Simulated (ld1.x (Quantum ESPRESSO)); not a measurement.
# Pseudopotential generation for Ti: TM, PW91

Aim: build the potential from the settings below, then test how well it stands in for the atom: other configurations, scattering, ghost states and the plane-wave cutoff that it needs.

The numbers are computed with ld1.x (Quantum ESPRESSO) 7.5 (PW91, scalar-relativistic, spin-unpolarised reference atom).

2 further runs of the same task are left out: 2 that didn't finish.

### Step 1. Settings

Typed settings, in words:

```json
{"element": "titanium (Ti, Z = 22)", "type": "norm-conserving Troullier–Martins (Kleinman–Bylander form)", "frozen core": "[Ne]", "valence charge": "12", "reference configuration": "3s2 3p6 3d2 4s2 4p0", "partial waves": "3s (bound): rc 1.10 bohr; 3d (bound): rc 2.20 bohr; 3p (bound): rc 1.05 bohr", "occupied shells without a wave": "4s", "local potential": "the p channel", "core correction": "Bessel-smoothed model core inside 0.75 bohr"}
```

### Step 2. Generating the potential

File Ti.in:

```
 &input
   title='Ti', zed=22., rel=1, dft='PW91', iswitch=3,
   config='[Ar] 3d2 4s2 4p0',
   nld=3, rlderiv=2.40, eminld=-7.0, emaxld=5.0, deld=0.02
 /
 &inputp
   pseudotype=2, tm=.true., lloc=1,
   nlcc=.true., new_core_ps=.true., rcore=0.75,
   file_pseudopw='Ti.UPF', file_wfcaegen='ae.wfc', file_wfcncgen='nc.wfc', file_beta='beta', file_chi='chi'
 /
3
3S  1  0   2.00   0.00  1.10  1.10  0.0
3D  3  2   2.00   0.00  2.20  2.20  0.0
3P  2  1   6.00   0.00  1.05  1.05  0.0
 &test
   configts(1)='3s2 3p6 3d2 4s2 4p0'
 /
```

The run is started by

```sh
$ ld1.x < Ti.in > Ti.out
```

What the program wrote to Ti.out (without the banner and most projector matrices):

```text
     Program LD1 v.7.5
     --------------------------- All-electron run ----------------------------

     Ti
     scalar relativistic calculation

     atomic number is 22.00
     dft =PW91   lsd =0 sic =0 latt =0  beta=0.20 tr2=1.0E-14
     Exchange-correlation= PW91
                           (   1   4   2   2   0   0   0)
     mesh =1177 r(mesh) = 100.37945 a.u. xmin = -7.00 dx = 0.01250
     1 Ry =  13.60569312 eV, c = 137.03599908

     n l     nl                  e(Ry)          e(Ha)          e(eV)
     1 0     1S 1( 2.00)      -357.9569      -178.9785     -4870.2519
     2 0     2S 1( 2.00)       -39.4746       -19.7373      -537.0795
     2 1     2P 1( 6.00)       -32.6740       -16.3370      -444.5527
     3 0     3S 1( 2.00)        -4.6040        -2.3020       -62.6408
     3 1     3P 1( 6.00)        -2.8594        -1.4297       -38.9034
     3 2     3D 1( 2.00)        -0.3176        -0.1588        -4.3208
     4 0     4S 1( 2.00)        -0.3313        -0.1656        -4.5074
     4 1     4P 1( 0.00)        -0.1105        -0.0552        -1.5032

     final scf error:  4.9E-15 reached in  33 iterations

     Etot =   -1707.652590 Ry,    -853.826295 Ha,  -23233.797097 eV

     Ekin =    1721.979905 Ry,     860.989953 Ha,   23428.730155 eV
     Encl =   -4059.213689 Ry,   -2029.606845 Ha,  -55228.415777 eV
     Eh   =     713.960840 Ry,     356.980420 Ha,    9713.932087 eV
     Exc  =     -84.379645 Ry,     -42.189823 Ha,   -1148.043561 eV

     normalization and overlap integrals

     s(1S/1S) =  1.000000  <r> =   0.0696  <r2> =    0.0065  r(max) =   0.0455
     s(2S/2S) =  1.000000  <r> =   0.3250  <r2> =    0.1249  r(max) =   0.2682
     s(2P/2P) =  1.000000  <r> =   0.2899  <r2> =    0.1037  r(max) =   0.2196
     s(3S/3S) =  1.000000  <r> =   1.0069  <r2> =    1.1700  r(max) =   0.8685
     s(3P/3P) =  1.000000  <r> =   1.0858  <r2> =    1.3906  r(max) =   0.9016
     s(3D/3D) =  1.000000  <r> =   1.6144  <r2> =    3.5586  r(max) =   0.9841
     s(4S/4S) =  1.000000  <r> =   3.5076  <r2> =   14.2152  r(max) =   2.9196
     s(4P/4P) =  1.000000  <r> =   4.8931  <r2> =   28.2346  r(max) =   3.7960

     ------------------------ End of All-electron run ------------------------

     --------------------- Generating NC pseudopotential ---------------------

      Generating local pot.: lloc=1, matching radius rcloc =   1.0500

      Computing core charge for nlcc:

       r > 0.76 : true rho core
      Core charge pseudized with two Bessel functions
      Integrated core pseudo-charge :   3.95

      Wfc   3S  rcut= 1.088  Using Troullier-Martins method

      Wfc   3D  rcut= 2.190  Using Troullier-Martins method

     ------------------- End of pseudopotential generation -------------------

     [... the all-electron block is printed once more ...]


     Computing logarithmic derivative in   2.40543
     Computing logarithmic derivative in   2.40543
     Computing the partial wave expansion
     R is outside the sphere for l=    0 j= 0.00
       no projector for channel:   1
     R is outside the sphere for l=    2 j= 0.00

     ---------------------- Testing the pseudopotential ----------------------

     Ti
     scalar relativistic calculation

     atomic number is 22.00   valence charge is 12.00
     dft =PW91   lsd =0 sic =0 latt =0  beta=0.20 tr2=1.0E-14
     mesh =1177 r(mesh) = 100.37945 xmin = -7.00 dx = 0.01250

     n l     nl             e AE (Ry)        e PS (Ry)    De AE-PS (Ry)
     1 0     3S   1( 2.00)       -4.60401       -4.60407        0.00006
     2 1     3P   1( 6.00)       -2.85935       -2.85940        0.00005
     3 2     3D   1( 2.00)       -0.31757       -0.31757        0.00000
     2 0     4S   1( 2.00)       -0.33129       -0.33476        0.00347
     3 1     4P   1( 0.00)       -0.11049       -0.11081        0.00032

     eps = 7.1E-15  iter = 15

     Etot =   -1707.652590 Ry,    -853.826295 Ha,  -23233.797097 eV
     Etotps =  -120.639816 Ry,     -60.319908 Ha,   -1641.388309 eV

     Ekin =      45.769018 Ry,      22.884509 Ha,     622.719210 eV
     Encl =    -239.029609 Ry,    -119.514804 Ha,   -3252.163501 eV
     Ehrt =      91.890016 Ry,      45.945008 Ha,    1250.227362 eV
     Ecxc =     -20.254440 Ry,     -10.127220 Ha,    -275.575692 eV
     (Ecc =      -4.837460 Ry,      -2.418730 Ha,     -65.816997 eV)
     Epseu=       0.985199 Ry,       0.492599 Ha,      13.404312 eV

     ---------------------- End of pseudopotential test ----------------------
```

Wall time 1.6 s (1 thread, shared host). This counts the later configuration tests of the new file too.

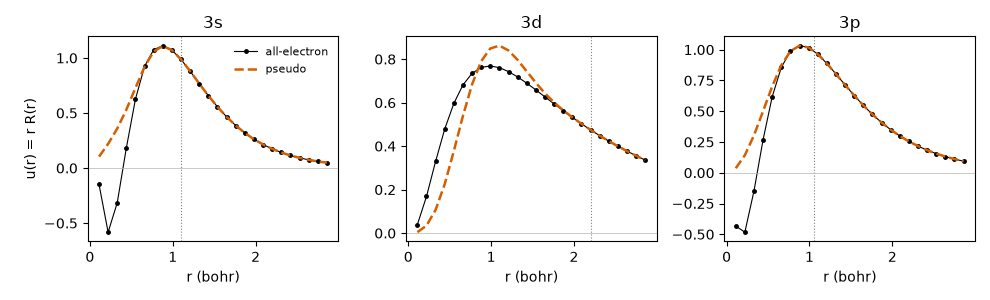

Bound waves of the atom and their pseudo partners (3s, 3d, 3p), with the matching radii dotted. The curves join 26 sampled radii, too few to resolve the innermost nodes.

### Step 3. Transferability test

File Ti.test.in:

```
 &input
   title='Ti', zed=22., rel=1, dft='PW91', iswitch=2,
   config='[Ar] 3d2 4s2 4p0'
 /
 &test
   file_pseudo='Ti.UPF', nconf=8,
   configts(1)='3s2 3p6 3d2 4s2 4p0',
   configts(2)='3s2 3p6 3d2 4s1 4p0',
   configts(3)='3s2 3p6 3d2 4s0 4p0',
   configts(4)='3s2 3p6 3d1 4s0 4p0',
   configts(5)='3s2 3p6 3d3 4s0 4p0',
   configts(6)='3s2 3p6 3d2 4s1.5 4p0',
   configts(7)='3s1 3p6 3d2 4s2 4p0',
   configts(8)='3s2 3p6 3d2 4s0 4p1'
 /
```

The run is started by

```sh
$ ld1.x < Ti.test.in > Ti.test.out
```

Ti.test.out, the pseudopotential blocks:

```text
     ---------------------- Testing the pseudopotential ----------------------

     Ti
     scalar relativistic calculation

     atomic number is 22.00   valence charge is 12.00
     dft =PW91   lsd =0 sic =0 latt =0  beta=0.20 tr2=1.0E-14
     mesh =1177 r(mesh) = 100.37945 xmin = -7.00 dx = 0.01250

     n l     nl             e AE (Ry)        e PS (Ry)    De AE-PS (Ry)
     1 0     3S   1( 2.00)       -4.60401       -4.60407        0.00006
     2 1     3P   1( 6.00)       -2.85935       -2.85940        0.00005
     3 2     3D   1( 2.00)       -0.31757       -0.31757        0.00000
     2 0     4S   1( 2.00)       -0.33129       -0.33476        0.00347
     3 1     4P   1( 0.00)       -0.11049       -0.11081        0.00032

     eps = 8.8E-15  iter = 15

     Etot =   -1707.652590 Ry,    -853.826295 Ha,  -23233.797096 eV
     Etotps =  -120.639816 Ry,     -60.319908 Ha,   -1641.388309 eV

     Ekin =      45.769018 Ry,      22.884509 Ha,     622.719213 eV
     Encl =    -239.029609 Ry,    -119.514804 Ha,   -3252.163504 eV
     Ehrt =      91.890016 Ry,      45.945008 Ha,    1250.227363 eV
     Ecxc =     -20.254440 Ry,     -10.127220 Ha,    -275.575693 eV
     (Ecc =      -4.837460 Ry,      -2.418730 Ha,     -65.816997 eV)
     Epseu=       0.985199 Ry,       0.492599 Ha,      13.404311 eV

     ---------------------- End of pseudopotential test ----------------------

     ---------------------- Testing the pseudopotential ----------------------

     Ti
     [...]
     n l     nl             e AE (Ry)        e PS (Ry)    De AE-PS (Ry)
     1 0     3S   1( 2.00)       -5.14084       -5.15657        0.01573  !
     2 1     3P   1( 6.00)       -3.39660       -3.41153        0.01494  !
     3 2     3D   1( 2.00)       -0.84110       -0.85667        0.01557  !
     2 0     4S   1( 1.00)       -0.76389       -0.79522        0.03133  !
     3 1     4P   1( 0.00)       -0.48844       -0.51664        0.02821  !

     eps = 3.9E-15  iter = 12

     Etot =   -1707.109242 Ry,    -853.554621 Ha,  -23226.404476 eV
     Etotps =  -120.080536 Ry,     -60.040268 Ha,   -1633.778925 eV
     dEtot_ae =       0.543347 Ry
     dEtot_ps =       0.559279 Ry,   Delta E=      -0.015932 Ry

     [...]
     ---------------------- End of pseudopotential test ----------------------

     ---------------------- Testing the pseudopotential ----------------------

     Ti
     [...]
     n l     nl             e AE (Ry)        e PS (Ry)    De AE-PS (Ry)
     1 0     3S   1( 2.00)       -5.77670       -5.80604        0.02934  !
     2 1     3P   1( 6.00)       -4.03097       -4.05917        0.02820  !
     3 2     3D   1( 2.00)       -1.45270       -1.48347        0.03077  !
     2 0     4S   1( 0.00)       -1.25084       -1.31135        0.06050  !
     3 1     4P   1( 0.00)       -0.92565       -0.98734        0.06170  !

     eps = 1.3E-15  iter =  8

     Etot =   -1706.110231 Ry,    -853.055116 Ha,  -23212.812240 eV
     Etotps =  -119.030867 Ry,     -59.515433 Ha,   -1619.497446 eV
     dEtot_ae =       1.542358 Ry
     dEtot_ps =       1.608949 Ry,   Delta E=      -0.066590 Ry

     [...]
     ---------------------- End of pseudopotential test ----------------------

     ---------------------- Testing the pseudopotential ----------------------

     Ti
     [...]
     n l     nl             e AE (Ry)        e PS (Ry)    De AE-PS (Ry)
     1 0     3S   1( 2.00)       -6.99027       -6.99567        0.00539  !
     2 1     3P   1( 6.00)       -5.21979       -5.22741        0.00761  !
     3 2     3D   1( 1.00)       -2.55853       -2.55661       -0.00193
     2 0     4S   1( 0.00)       -1.96537       -2.02642        0.06105  !
     3 1     4P   1( 0.00)       -1.55846       -1.63019        0.07172  !

     eps = 5.6E-15  iter =  8

     Etot =   -1704.121922 Ry,    -852.060961 Ha,  -23185.759917 eV
     Etotps =  -117.025343 Ry,     -58.512671 Ha,   -1592.210900 eV
     dEtot_ae =       3.530667 Ry
     dEtot_ps =       3.614473 Ry,   Delta E=      -0.083805 Ry

     [...]
     ---------------------- End of pseudopotential test ----------------------

     ---------------------- Testing the pseudopotential ----------------------

     Ti
     [...]
     n l     nl             e AE (Ry)        e PS (Ry)    De AE-PS (Ry)
     1 0     3S   1( 2.00)       -4.81517       -4.84915        0.03397  !
     2 1     3P   1( 6.00)       -3.08507       -3.11600        0.03093  !
     3 2     3D   1( 3.00)       -0.59293       -0.62787        0.03494  !
     2 0     4S   1( 0.00)       -0.66089       -0.71090        0.05002  !
     3 1     4P   1( 0.00)       -0.41596       -0.46081        0.04485  !

     eps = 4.4E-15  iter = 10

     Etot =   -1707.108815 Ry,    -853.554408 Ha,  -23226.398669 eV
     Etotps =  -120.064470 Ry,     -60.032235 Ha,   -1633.560334 eV
     dEtot_ae =       0.543774 Ry
     dEtot_ps =       0.575346 Ry,   Delta E=      -0.031571 Ry

     [...]
     ---------------------- End of pseudopotential test ----------------------

     ---------------------- Testing the pseudopotential ----------------------

     Ti
     [...]
     n l     nl             e AE (Ry)        e PS (Ry)    De AE-PS (Ry)
     1 0     3S   1( 2.00)       -4.85916       -4.86656        0.00740  !
     2 1     3P   1( 6.00)       -3.11484       -3.12186        0.00702  !
     3 2     3D   1( 2.00)       -0.56740       -0.57456        0.00716  !
     2 0     4S   1( 1.50)       -0.54130       -0.55643        0.01513  !
     3 1     4P   1( 0.00)       -0.29182       -0.30353        0.01171  !

     eps = 2.8E-15  iter = 16

     Etot =   -1707.435091 Ry,    -853.717545 Ha,  -23230.837874 eV
     Etotps =  -120.417810 Ry,     -60.208905 Ha,   -1638.367772 eV
     dEtot_ae =       0.217499 Ry
     dEtot_ps =       0.222005 Ry,   Delta E=      -0.004507 Ry

     [...]
     ---------------------- End of pseudopotential test ----------------------

     ---------------------- Testing the pseudopotential ----------------------

     Ti
     [...]
     n l     nl             e AE (Ry)        e PS (Ry)    De AE-PS (Ry)
     1 0     3S   1( 1.00)       -5.68040       -5.70765        0.02725  !
     2 1     3P   1( 6.00)       -3.91101       -3.93470        0.02368  !
     3 2     3D   1( 2.00)       -1.26678       -1.25937       -0.00741  !
     2 0     4S   1( 2.00)       -0.89615       -0.91207        0.01592  !
     3 1     4P   1( 0.00)       -0.57916       -0.59099        0.01183  !

     eps = 3.3E-15  iter = 12

     Etot =   -1702.531705 Ry,    -851.265853 Ha,  -23164.123912 eV
     Etotps =  -115.503976 Ry,     -57.751988 Ha,   -1571.511650 eV
     dEtot_ae =       5.120885 Ry
     dEtot_ps =       5.135840 Ry,   Delta E=      -0.014955 Ry

     [...]
     ---------------------- End of pseudopotential test ----------------------

     ---------------------- Testing the pseudopotential ----------------------

     Ti
     [...]
     n l     nl             e AE (Ry)        e PS (Ry)    De AE-PS (Ry)
     1 0     3S   1( 2.00)       -5.23125       -5.24423        0.01298  !
     2 1     3P   1( 6.00)       -3.48631       -3.49839        0.01208  !
     3 2     3D   1( 2.00)       -0.92202       -0.93554        0.01353  !
     2 0     4S   1( 0.00)       -0.81244       -0.84161        0.02917  !
     3 1     4P   1( 1.00)       -0.53226       -0.55513        0.02287  !

     eps = 5.0E-15  iter = 21

     Etot =   -1706.831020 Ry,    -853.415510 Ha,  -23222.619068 eV
     Etotps =  -119.797901 Ry,     -59.898950 Ha,   -1629.933477 eV
     dEtot_ae =       0.821570 Ry
     dEtot_ps =       0.841915 Ry,   Delta E=      -0.020345 Ry

     [...]
     ---------------------- End of pseudopotential test ----------------------
```

Excitation and ionisation energies from 3s2 3p6 3d2 4s2 4p0, with the error of the potential.

```tsv
valence configuration	charge	ΔE all-electron (eV)	error AE − PS (meV)
3s2 3p6 3d2 4s1 4p0	+1	7.393	-217
3s2 3p6 3d2 4s0 4p0	+2	20.985	-906
3s2 3p6 3d1 4s0 4p0	+3	48.037	-1140
3s2 3p6 3d3 4s0 4p0	+1	7.398	-430
3s2 3p6 3d2 4s1.5 4p0	+0.5	2.959	-61
3s1 3p6 3d2 4s2 4p0	+1	69.673	-203
3s2 3p6 3d2 4s0 4p1	+1	11.178	-277
```

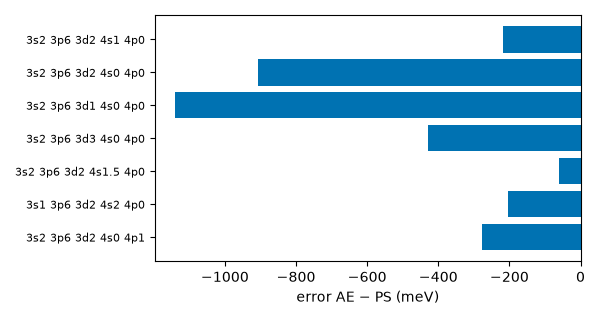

Error of the potential in each test configuration.

### Step 4. Does it scatter like the atom?

Taken from the files of the generation run. The phase is arctan(r·u′/u) with u = r·R, unwrapped, with energies in Ry. A pole is an energy at which the radial function vanishes at the test radius. The pseudo phase is shifted by a multiple of π to meet the all-electron one at the reference energy. Levels narrower than the energy grid can be missing from the poles. The last column is the largest difference on the grid between −1 and +1 Ry.

| channel | radius (bohr) | reference (Ry) | poles AE | poles PS | window around the reference with phases within 0.05 rad (Ry) | largest difference near zero (rad) |
| --- | --- | --- | --- | --- | --- | --- |
| s | 2.40 | -4.60 | -4.55, 3.37 | -4.55, 3.24 | the whole range | 0.047 |
| p | 2.40 | -2.86 | -2.74, 4.37 | -2.74, 4.31 | the whole range | 0.014 |
| d | 2.40 | -0.32 | 0.08 | 0.09 | below 1.5 | 0.014 |

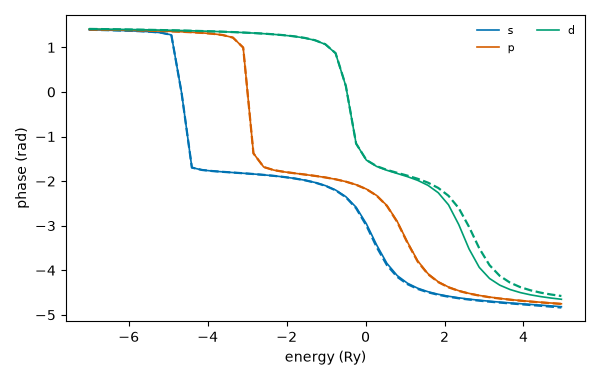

All-electron (solid) and pseudo (dashed) phases against energy.

### Step 5. Cutoff and ghost test in a Bessel basis

A separate test, outside the generator: the pseudo-atom's Hamiltonian at the reference potential is diagonalised in spherical Bessel functions j_l(qr) that vanish at 20 bohr, with q² up to the cutoff.

All-electron valence levels (Ry): 3s -4.6040, 4s -0.3313, 3d -0.3176, 3p -2.8594, 4p -0.1105. The lowest levels of each channel (Ry) by cutoff; the last column sums, over occupied levels, occupation times the distance from the level at 400 Ry. A positive value at high cutoff is not a bound level.

```tsv
cutoff (Ry)	s #1	s #2	d #1	p #1	p #2	f #1	Σ f·Δε (mRy)
8	-4.1607	-0.2979	0.0316	-1.6785	-0.0559	0.1096	8744.2
15	-4.1911	-0.3060	0.0149	-2.5133	-0.0920	0.1096	3625.3
25	-4.3576	-0.3149	-0.1350	-2.8122	-0.1078	0.1096	1180.7
35	-4.5122	-0.3267	-0.2839	-2.8497	-0.1104	0.1096	325.6
50	-4.5847	-0.3331	-0.3170	-2.8511	-0.1105	0.1096	93.1
70	-4.5881	-0.3335	-0.3174	-2.8563	-0.1106	0.1096	53.6
100	-4.5981	-0.3342	-0.3175	-2.8592	-0.1108	0.1096	14.5
110	-4.6008	-0.3345	-0.3176	-2.8592	-0.1108	0.1096	8.4
120	-4.6024	-0.3346	-0.3176	-2.8592	-0.1108	0.1096	4.8
180	-4.6036	-0.3347	-0.3176	-2.8594	-0.1108	0.1096	1.1
200	-4.6039	-0.3347	-0.3176	-2.8594	-0.1108	0.1096	0.5
260	-4.6040	-0.3348	-0.3176	-2.8594	-0.1108	0.1096	0.1
400	-4.6041	-0.3348	-0.3176	-2.8594	-0.1108	0.1096	0.0
```

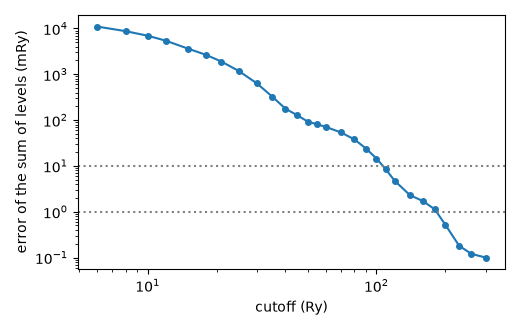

Occupation-weighted error of the valence levels against the cutoff; the dotted lines mark 10 and 1 mRy.

The sum stays within 10 mRy from 110 Ry and within 1 mRy from 200 Ry. The sum leaves out empty levels, which can need more. Ghost test: no level below the all-electron spectrum of its channel (s, d, p, f tested).

### Step 6. Outcome

| quantity | value |
| --- | --- |
| cutoffs for 10 and 1 mRy, occupied levels | 110 Ry and 200 Ry |
| bound ghosts | none found |
| largest miss of a reference level | 47 meV (4s) |
| largest test error (AE − PS) | -1140 meV, for 3s2 3p6 3d1 4s0 4p0 |
| largest phase difference near zero energy, channels read | 0.047 rad |

**Reading.** Already in the reference configuration the 4s level is off by 47 meV; it has no partial wave or projector of its own. The worst unpolarised test, 3s2 3p6 3d1 4s0 4p0, is off by 1140 meV on 48.0 eV; by total energies transferability rates as poor. That test lies far up in energy; among those under 40 eV, nearer to bonding, the largest error is 906 meV. The potential is hard: the looser tolerance needs 110 Ry. The slowest occupied level is 3s: taken alone it needs 140 Ry to come within 1 mRy, against 90 Ry for 4s. The Bessel-basis test finds no level below the valence levels. Of the channels read, s scatters worst near zero energy, by up to 0.05 rad. These are tests on the free atom; a crystal test is still owed.
